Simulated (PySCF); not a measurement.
Consider C₆H₁₀BNO (SMILES CO/C(C#N)=C/B(C)C).

Input file:

```
{"job": {"kind": "nmr", "xc": "PBE0", "basis": "pcSseg-1"}, "charge": 0, "multiplicity": 1}
C      3.466998     0.143913     0.096595
O      2.308829     0.021643    -0.698347
C      1.098238     0.035717    -0.077550
C      1.085709     0.174131     1.336092
N      1.139295     0.287638     2.476611
C     -0.031482    -0.080067    -0.811244
B     -1.506009    -0.090911    -0.342226
C     -2.589718    -0.244206    -1.481312
C     -1.918467     0.040590     1.173384
H      4.305251     0.107937    -0.596718
H      3.482403     1.093264     0.640637
H      3.550234    -0.677851     0.814419
H      0.167877    -0.176513    -1.873805
H     -2.428641    -1.163695    -2.044110
H     -2.499943     0.563207    -2.208070
H     -3.616240    -0.252386    -1.124790
H     -2.993818     0.015431     1.331002
H     -1.482675    -0.756783     1.774220
H     -1.547643     0.968191     1.607748
```

Run with:

```sh
OMP_NUM_THREADS=1 python probes_run.py task.json out
```

Geometry: GFN2-xTB.

All numbers below come from PySCF 2.14.0, PBE0/pcSseg-1, SCF density, gas phase, non-relativistic.

Predict the electron density and electron localisation function between the atoms.

C–N (1.15 Å): ρ at the midpoint is about 3.6 e/Å³; the ELF peaks at about 0.85 between the atoms: a short, multiple covalent bond.
C–C (1.35 Å): the density is about 2.2 e/Å³ at the midpoint; the ELF peaks at about 0.95 between the atoms: a covalent bond.
C–O (1.36 Å): ρ at the midpoint is about 2.3 e/Å³, with its minimum of 2 e/Å³ about 0.5 Å from C; the ELF peaks at about 0.90 between the atoms; a shared but strongly polarised pair.
C–B (1.55 Å): ρ is about 1.4 e/Å³ halfway; the ELF peaks at about 1 between the atoms: localised, covalent bonding.

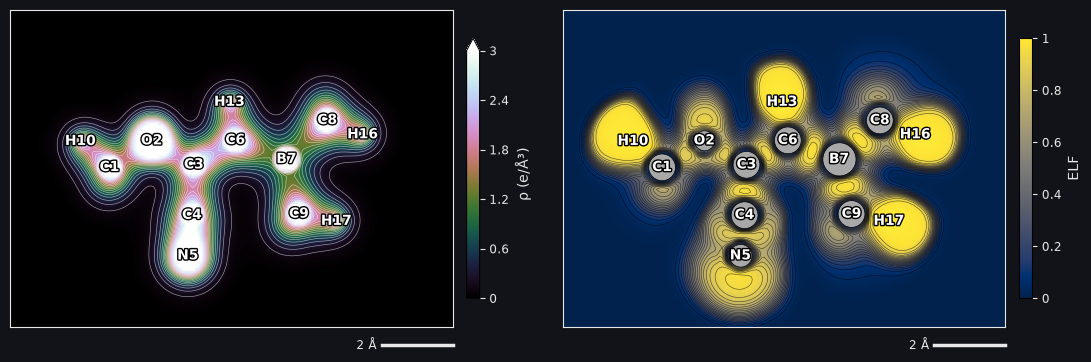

Computed electron density and electron localisation function on the plane of atoms C6, B7 and C9, in this order. Grey discs cover the atomic cores in the ELF map. 
